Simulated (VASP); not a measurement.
Band structure of NiSb (NiAs type). Calculation: SCAN meta-GGA, VASP's PBE PAW potentials (set 64) (plane waves; VASP 6.6.1).

Unless said otherwise, spin-orbit coupling is left out, though it shifts the bands of the heavy elements here.

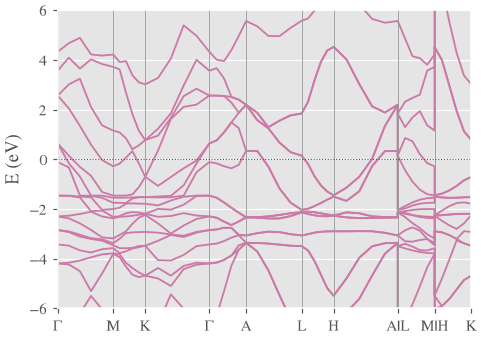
Figure: Bands along high-symmetry lines, zero at the valence-band maximum or, without a gap, the Fermi level

### Question
Read the plot: is there a gap, and where are the band edges?

### Answer
It has no gap at this level: it comes out as a metal or semimetal.

The compound is NiSb in the NiAs type structure. It was relaxed first. The run is not spin-polarised, so no magnetic state was tried.
